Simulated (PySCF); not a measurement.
## Electronic structure of C₃H₆O₂Si in real space

```yaml
atoms:
  - { symbol: O, position_ang: [3.2821, 0.3066, 0.2932] }
  - { symbol: C, position_ang: [2.2526, 0.0875, -0.2892] }
  - { symbol: Si, position_ang: [0.5929, -0.2619, 0.6009] }
  - { symbol: C, position_ang: [-0.9339, 0.8109, 0.1799] }
  - { symbol: C, position_ang: [-1.4889, -0.4992, -0.3824] }
  - { symbol: O, position_ang: [-0.3434, -1.3482, -0.2294] }
  - { symbol: H, position_ang: [2.2507, 0.0774, -1.4015] }
  - { symbol: H, position_ang: [0.7950, -0.5928, 2.0058] }
  - { symbol: H, position_ang: [-0.8156, 1.5815, -0.5754] }
  - { symbol: H, position_ang: [-1.5074, 1.2141, 1.0067] }
  - { symbol: H, position_ang: [-1.7697, -0.4662, -1.4349] }
  - { symbol: H, position_ang: [-2.3132, -0.9105, 0.2003] }
```

Geometry: GFN2-xTB.

Theory: PySCF, PBE0/pcSseg-1, SCF density, gas phase, non-relativistic.

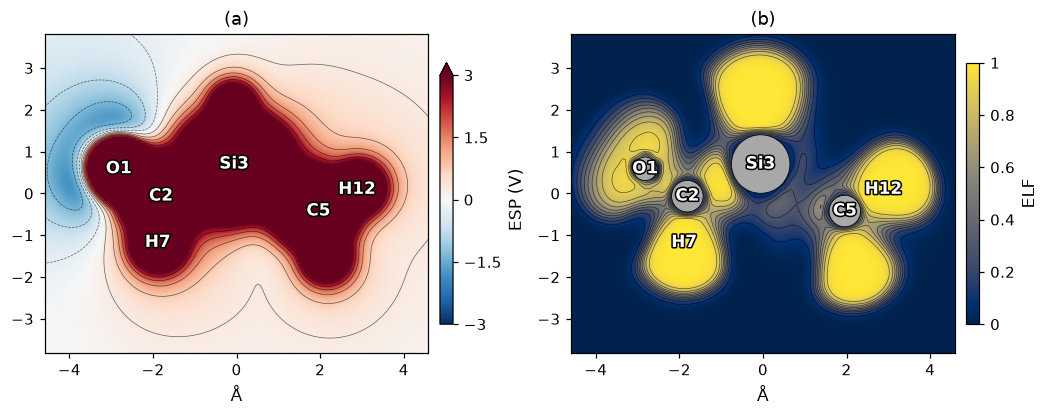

Figure 1. (a) electrostatic potential; (b) electron localisation function on the plane of atoms O1, C2 and H7. Grey discs cover the atomic cores in the ELF map.

**Describe what can be read from this map.**

- Atoms in the plane: O, C, Si and H.
- C–O (1.20 Å): the ELF peaks at about 0.85 between the atoms; a short, multiple covalent bond.
- C–Si (1.92 Å): the ELF peaks at about 1 between the atoms; localised, covalent bonding.
- C–H (1.11 Å): the ELF climbs to about 1 towards the hydrogen, as it does in any bond to H: an ordinary covalent bond to hydrogen.
- The ELF also peaks beside O1, away from the bonds: lone-pair regions.
- Outside the dense part of the molecule the potential is most negative (−1.8 V) near O1.

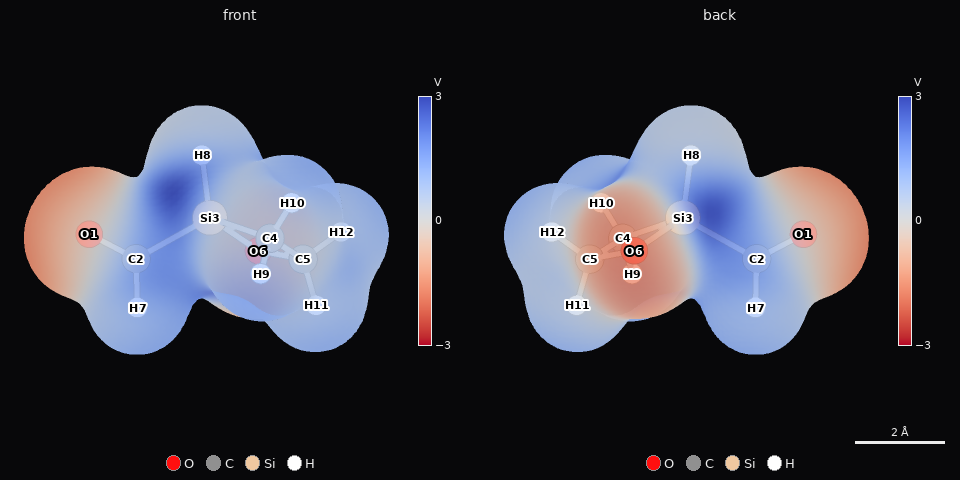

Figure 2. The molecular electrostatic potential painted on the density surface at 0.004 e/bohr³, seen from the front and from behind; red is negative and blue positive.

**Where is the surface potential most negative and most positive?**

The most negative region (about −1.8 V, or −42 kcal/mol for a unit charge) lies over O6, the most positive (about +2.8 V, or +65 kcal/mol for a unit charge) over Si3. O6 is the likeliest acceptor of a hydrogen bond.

**What dipole moment does the calculation give?**

Its dipole moment is 2.81 D.
